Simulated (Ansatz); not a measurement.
Run report: WH3ClOF3, nudged elastic band (part 1 of 2)

System: WH3ClOF3, multiplicity 2.
Method: UKS PBE/def2-SVP (Ansatz 0.2.0).

It belongs to a series of runs on one base structure; here: band between the two ends. Figures and captions count atoms from 1; the log counts them from 0 in places.

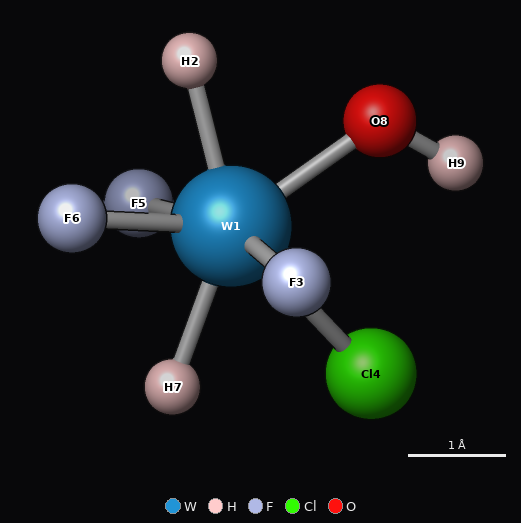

*The starting structure (ball-and-stick view, seen at a tilt; atoms are numbered from 1 in the order of the input). Sticks mark near contacts.*

Bond lengths as drawn: Cl–W 2.42 Å, F–W 1.87 to 1.90 Å, H–O 0.99 Å, H–W 1.78 to 1.79 Å and O–W 1.92 Å.

Input
```yaml
crystal:
  periodic: [false, false, false]
  atoms:
    - { symbol: W, position_ang: [0.007524, -0.254175, 0.595784] }
    - { symbol: H, position_ang: [-0.342911, -1.750003, 1.488723] }
    - { symbol: F, position_ang: [1.860568, -0.036847, 0.514251] }
    - { symbol: Cl, position_ang: [-0.306709, 2.143019, 0.64573] }
    - { symbol: F, position_ang: [-1.823674, -0.428925, 0.233231] }
    - { symbol: F, position_ang: [0.331049, -1.703959, -0.592604] }
    - { symbol: H, position_ang: [-0.096223, 0.591484, -0.983767] }
    - { symbol: O, position_ang: [-0.053939, 0.116446, 2.482681] }
    - { symbol: H, position_ang: [-0.090087, 1.06186, 2.763071] }
magnetization:
  spin_polarized: true
  initial_magnetization: 1
basis:
  gaussian: { orbitals: def2-SVP }
hamiltonian:
  xc: pbe
neb:
  order_check: false
  images: 9
  f_tol: 0.03
  max_iterations: 60
  final_atoms:
    - { symbol: W, position_ang: [-0.07078703, 0.08220606, 0.02625062] }
    - { symbol: H, position_ang: [-0.14029522, 0.30821759, 2.98273022] }
    - { symbol: F, position_ang: [1.73781291, 0.30558114, 0.4086503] }
    - { symbol: Cl, position_ang: [-0.48929653, 2.32311646, 0.55693744] }
    - { symbol: F, position_ang: [-1.88538443, -0.27599631, -0.09389487] }
    - { symbol: F, position_ang: [0.26913228, -1.79834603, -0.13891164] }
    - { symbol: H, position_ang: [0.13285708, 0.41305642, -1.6284001] }
    - { symbol: O, position_ang: [-0.25720111, -0.41427298, 2.33543007] }
    - { symbol: H, position_ang: [0.18876006, -1.20466236, 2.69830796] }
  initial_path:
    images:
      - { positions_ang: [[0.007524, -0.254175, 0.595784], [-0.342911, -1.750003, 1.488723], [1.860568, -0.036847, 0.514251], [-0.306709, 2.143019, 0.64573], [-1.823674, -0.428925, 0.233231], [0.331049, -1.703959, -0.592604], [-0.096223, 0.591484, -0.983767], [-0.053939, 0.116446, 2.482681], [-0.090087, 1.06186, 2.763071]] }
      - { positions_ang: [[0.00580953, -0.19822258, 0.47688185], [-0.27560656, -1.40481342, 1.58510649], [1.85637467, 0.0127425, 0.41358898], [-0.29355708, 2.1949707, 0.52869299], [-1.82727881, -0.37512527, 0.18490591], [0.30176902, -1.72606671, -0.4830045], [-0.07625553, 0.4869731, -1.13064845], [-0.04513922, 0.08174362, 2.64218873], [-0.160518, 0.66669807, 2.92938801]] }
      - { positions_ang: [[0.00409505, -0.14227017, 0.3579797], [-0.20830213, -1.05962384, 1.68148997], [1.85218133, 0.06233201, 0.31292697], [-0.28040517, 2.2469224, 0.41165598], [-1.83088363, -0.32132555, 0.13658083], [0.27248904, -1.74817443, -0.37340501], [-0.05628806, 0.3824622, -1.2775299], [-0.03633944, 0.04704124, 2.80169645], [-0.23094901, 0.27153614, 3.09570501]] }
      - { positions_ang: [[0.00238058, -0.08631775, 0.23907755], [-0.14099769, -0.71443426, 1.77787346], [1.847988, 0.11192151, 0.21226495], [-0.26725325, 2.29887411, 0.29461897], [-1.83448844, -0.26752582, 0.08825574], [0.24320906, -1.77028214, -0.26380551], [-0.03632058, 0.27795129, -1.42441135], [-0.02753965, 0.01233886, 2.96120418], [-0.30138001, -0.12362579, 3.26202202]] }
      - { positions_ang: [[0.0006661, -0.03036534, 0.1201754], [-0.07369326, -0.36924469, 1.87425695], [1.84379466, 0.16151101, 0.11160293], [-0.25410133, 2.35082581, 0.17758195], [-1.83809325, -0.21372609, 0.03993066], [0.21392908, -1.79238985, -0.15420602], [-0.01635311, 0.17344039, -1.5712928], [-0.01873987, -0.02236352, 3.12071191], [-0.37181102, -0.51878772, 3.42833903]] }
      - { positions_ang: [[-0.00104837, 0.02558708, 0.00127324], [-0.00638882, -0.02405511, 1.97064043], [1.83960133, 0.21110052, 0.01094092], [-0.24094942, 2.40277751, 0.06054494], [-1.84169806, -0.15992636, -0.00839443], [0.1846491, -1.81449757, -0.04460652], [0.00361436, 0.06892949, -1.71817425], [-0.00994009, -0.0570659, 3.28021963], [-0.44224202, -0.91394965, 3.59465603]] }
      - { positions_ang: [[-0.0149961, 0.03691087, 0.00626872], [-0.0331701, 0.04239943, 2.17305839], [1.81924364, 0.22999664, 0.09048279], [-0.29061884, 2.3868453, 0.15982344], [-1.85043534, -0.18314035, -0.02549452], [0.20154573, -1.81126726, -0.06346755], [0.02946291, 0.13775488, -1.70021942], [-0.05939229, -0.12850731, 3.09126172], [-0.3160416, -0.9720922, 3.41538642]] }
      - { positions_ang: [[-0.02894384, 0.04823467, 0.01126419], [-0.05995138, 0.10885397, 2.37547635], [1.79888596, 0.24889277, 0.17002467], [-0.34028826, 2.37091309, 0.25910194], [-1.85917261, -0.20635434, -0.0425946], [0.21844237, -1.80803695, -0.08232857], [0.05531145, 0.20658026, -1.68226459], [-0.1088445, -0.19994873, 2.90230381], [-0.18984119, -1.03023474, 3.2361168]] }
      - { positions_ang: [[-0.04289157, 0.05955847, 0.01625967], [-0.08673266, 0.17530851, 2.57789431], [1.77852827, 0.26778889, 0.24956655], [-0.38995769, 2.35498088, 0.35838044], [-1.86790988, -0.22956833, -0.05969469], [0.23533901, -1.80480664, -0.10118959], [0.08115999, 0.27540565, -1.66430976], [-0.1582967, -0.27139015, 2.7133459], [-0.06364077, -1.08837728, 3.05684719]] }
      - { positions_ang: [[-0.0568393, 0.07088227, 0.02125514], [-0.11351394, 0.24176305, 2.78031227], [1.75817059, 0.28668502, 0.32910843], [-0.43962711, 2.33904867, 0.45765894], [-1.87664716, -0.25278232, -0.07679478], [0.25223565, -1.80157633, -0.12005062], [0.10700854, 0.34423104, -1.64635493], [-0.2077489, -0.34283156, 2.52438799], [0.06255965, -1.14651982, 2.87757758]] }
      - { positions_ang: [[-0.07078703, 0.08220606, 0.02625062], [-0.14029522, 0.30821759, 2.98273022], [1.73781291, 0.30558114, 0.4086503], [-0.48929653, 2.32311646, 0.55693744], [-1.88538443, -0.27599631, -0.09389487], [0.26913228, -1.79834603, -0.13891164], [0.13285708, 0.41305642, -1.6284001], [-0.25720111, -0.41427298, 2.33543007], [0.18876006, -1.20466236, 2.69830796]] }
```

Command:
```bash
ansatz run input.yaml --threads 4 --pin off --max-ram 5120MiB --backend cpu --events-out ev --progress --plain --runs-dir out
```

The program's output
```
Engine: ansatz 0.2.0, x86_64-unknown-linux-gnu
Functional definition: PBE
  parameter kappa = 0.804
  parameter beta = 0.06672455060314922
  exchange = pbe_x(kappa = kappa, mu = beta*pi^2/3)
  correlation = pbe_c(beta = beta)
1263 factors; their error is unknown
mean field evaluation 1: about -24560.4445 eV, gradient 5.7e1 eV
mean field evaluation 2: about -24321.7019 eV, gradient 2.1e2 eV
mean field evaluation 4: about -24570.0275 eV, gradient 2.6e1 eV
mean field evaluation 8: about -24572.5402 eV, gradient 1.9e0 eV
mean field evaluation 16: about -24572.4861 eV, gradient 3.1e-2 eV
mean field evaluation 32: about -24572.1975 eV, gradient 2.5e0 eV
mean field -24572.48607942 eV, -903.0222075895 hartree, gradient 2.1e-5 eV, S^2 0.756762; 2 other end points of the search recorded, 0 dependent functions left out
the calculation of the forces begins
reference -24572.48615110 eV, -903.0222102235 hartree; 35, 34 occupied and 86, 87 virtual orbitals, 1263 factors
1263 factors; their error is unknown
mean field evaluation 64: about -24574.3479 eV, gradient 2.4e-6 eV
mean field -24574.34790718 eV, -903.0906284977 hartree, gradient 2.4e-6 eV, S^2 0.753167; 4 other end points of the search recorded, 0 dependent functions left out
[... from here on the field's lines of each further geometry are left out, up to the last ...]
NEB iter   1: max|band force component| = 2.416e2 eV/Å  barrier→ = 43.7483 eV  barrier← = 45.6101 eV  Δτ_max = 0.2000 Å  (1295 SCF iters)
NEB iter   2: max|band force component| = 7.006e1 eV/Å  barrier→ = 12.6895 eV  barrier← = 14.5514 eV  Δτ_max = 0.2000 Å  (514 SCF iters)
NEB iter   3: max|band force component| = 4.698e1 eV/Å  barrier→ = 6.7314 eV  barrier← = 8.5932 eV  Δτ_max = 0.2000 Å  (447 SCF iters)
NEB iter   4: max|band force component| = 2.443e1 eV/Å  barrier→ = 3.1545 eV  barrier← = 5.0163 eV  Δτ_max = 0.2000 Å  (457 SCF iters)
NEB iter   5: max|band force component| = 1.285e1 eV/Å  barrier→ = 1.9783 eV  barrier← = 3.8401 eV  Δτ_max = 0.2000 Å  (442 SCF iters)
NEB iter   6: max|band force component| = 1.267e1 eV/Å  barrier→ = 2.0891 eV  barrier← = 3.9509 eV  Δτ_max = 0.2000 Å  (430 SCF iters)
NEB iter   7: max|band force component| = 6.164e0 eV/Å  barrier→ = 1.6396 eV  barrier← = 3.5014 eV  Δτ_max = 0.1991 Å  (436 SCF iters)
NEB iter   8: max|band force component| = 3.269e0 eV/Å  barrier→ = 1.2689 eV  barrier← = 3.1307 eV  Δτ_max = 0.2000 Å  (437 SCF iters)
NEB iter   9: max|band force component| = 4.273e0 eV/Å  barrier→ = 1.1811 eV  barrier← = 3.0429 eV  Δτ_max = 0.1009 Å  (435 SCF iters)
NEB iter  10: max|band force component| = 4.716e0 eV/Å  barrier→ = 0.9777 eV  barrier← = 2.8396 eV  Δτ_max = 0.1023 Å  (423 SCF iters)
NEB iter  11: max|band force component| = 3.854e0 eV/Å  barrier→ = 0.3639 eV  barrier← = 2.2257 eV  Δτ_max = 0.2000 Å  (429 SCF iters)
NEB iter  12: max|band force component| = 2.987e0 eV/Å  barrier→ = 0.3468 eV  barrier← = 2.2086 eV  Δτ_max = 0.2000 Å  (428 SCF iters)
NEB iter  13: max|band force component| = 1.194e1 eV/Å  barrier→ = 0.3425 eV  barrier← = 2.2044 eV  Δτ_max = 0.1004 Å  (447 SCF iters)
NEB iter  14: max|band force component| = 1.293e0 eV/Å  barrier→ = 0.3249 eV  barrier← = 2.1867 eV  Δτ_max = 0.2000 Å  (422 SCF iters)
NEB iter  15: max|band force component| = 1.095e0 eV/Å  barrier→ = 0.2890 eV  barrier← = 2.1508 eV  Δτ_max = 0.2000 Å  (429 SCF iters)
NEB iter  16: max|band force component| = 1.348e0 eV/Å  barrier→ = 0.2141 eV  barrier← = 2.0760 eV  Δτ_max = 0.1004 Å  (406 SCF iters)
NEB iter  17: max|band force component| = 8.321e-1 eV/Å  barrier→ = 0.1750 eV  barrier← = 2.0368 eV  Δτ_max = 0.2000 Å  (397 SCF iters)
NEB iter  18: max|band force component| = 1.286e0 eV/Å  barrier→ = 0.1389 eV  barrier← = 2.0007 eV  Δτ_max = 0.0993 Å  (410 SCF iters)
NEB iter  19: max|band force component| = 5.797e-1 eV/Å  barrier→ = 0.1338 eV  barrier← = 1.9956 eV  Δτ_max = 0.1002 Å  (392 SCF iters)
NEB iter  20: max|band force component| = 3.063e-1 eV/Å  barrier→ = 0.1326 eV  barrier← = 1.9944 eV  CI = image 1  Δτ_max = 0.2000 Å  (386 SCF iters)
NEB iter  21: max|band force component| = 5.000e-1 eV/Å  barrier→ = 0.2476 eV  barrier← = 2.1095 eV  CI = image 1  Δτ_max = 0.0998 Å  (401 SCF iters)
NEB iter  22: max|band force component| = 6.377e-1 eV/Å  barrier→ = 0.2892 eV  barrier← = 2.1510 eV  CI = image 1  Δτ_max = 0.1002 Å  (390 SCF iters)
NEB iter  23: max|band force component| = 5.010e-1 eV/Å  barrier→ = 0.3187 eV  barrier← = 2.1806 eV  CI = image 1  Δτ_max = 0.1976 Å  (405 SCF iters)
NEB iter  24: max|band force component| = 3.827e-1 eV/Å  barrier→ = 0.3210 eV  barrier← = 2.1828 eV  CI = image 1  Δτ_max = 0.1969 Å  (405 SCF iters)
NEB iter  25: max|band force component| = 4.788e-1 eV/Å  barrier→ = 0.3122 eV  barrier← = 2.1740 eV  CI = image 1  Δτ_max = 0.1005 Å  (395 SCF iters)
NEB iter  26: max|band force component| = 2.226e-1 eV/Å  barrier→ = 0.3060 eV  barrier← = 2.1679 eV  CI = image 1  Δτ_max = 0.1964 Å  (390 SCF iters)
NEB iter  27: max|band force component| = 2.850e-1 eV/Å  barrier→ = 0.3043 eV  barrier← = 2.1661 eV  CI = image 1  Δτ_max = 0.0998 Å  (391 SCF iters)
NEB iter  28: max|band force component| = 1.557e-1 eV/Å  barrier→ = 0.3007 eV  barrier← = 2.1626 eV  CI = image 1  Δτ_max = 0.0994 Å  (390 SCF iters)
NEB iter  29: max|band force component| = 1.122e-1 eV/Å  barrier→ = 0.2987 eV  barrier← = 2.1605 eV  CI = image 1  Δτ_max = 0.0606 Å  (391 SCF iters)
NEB iter  30: max|band force component| = 8.751e-2 eV/Å  barrier→ = 0.2979 eV  barrier← = 2.1597 eV  CI = image 1  Δτ_max = 0.0405 Å  (391 SCF iters)
NEB iter  31: max|band force component| = 6.451e-2 eV/Å  barrier→ = 0.2979 eV  barrier← = 2.1598 eV  CI = image 1  Δτ_max = 0.0238 Å  (380 SCF iters)
NEB iter  32: max|band force component| = 4.690e-2 eV/Å  barrier→ = 0.2984 eV  barrier← = 2.1602 eV  CI = image 1  Δτ_max = 0.0223 Å  (381 SCF iters)
the calculation of the forces begins
reference -24574.34528344 eV, -903.0905320769 hartree; 35, 34 occupied and 86, 87 virtual orbitals, 1263 factors
1263 factors; their error is unknown
mean field evaluation 4064: about -24572.1878 eV, gradient 3.9e-5 eV
mean field -24572.18776842 eV, -903.0112448622 hartree, gradient 1.2e-5 eV, S^2 0.754857; 2 other end points of the search recorded, 0 dependent functions left out
the calculation of the forces begins
reference -24572.18783950 eV, -903.0112474747 hartree; 35, 34 occupied and 86, 87 virtual orbitals, 1263 factors
NEB iter  33: max|band force component| = 2.330e-2 eV/Å  barrier→ = 0.2983 eV  barrier← = 2.1601 eV  CI = image 1  Δτ_max = 0.0000 Å  (1321 SCF iters)
```
